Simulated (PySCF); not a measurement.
SMILES C[O] (CH₃O), doublet at its B3LYP/def2-SVP optimised geometry (Å):

```
5

C     -0.4360    -0.2481     0.0000
O      0.9194    -0.2481     0.0000
H     -0.9194    -0.8046     0.8310
H     -0.8061     0.8046     0.0000
H     -0.8085    -0.6453    -0.9739
```

Computed with unrestricted B3LYP/def2-TZVP (PySCF 2.14.0).

Map of the Laplacian of the electron density (e/bohr⁵), clipped to [-1.50, 1.50] on the plane z = 0.8 Å:

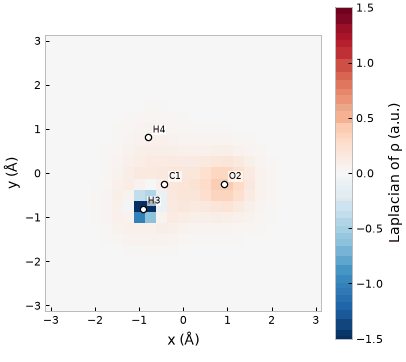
Figure. Laplacian of the electron density (e/bohr⁵), clipped to [-1.50, 1.50] on the plane z = 0.8 Å.
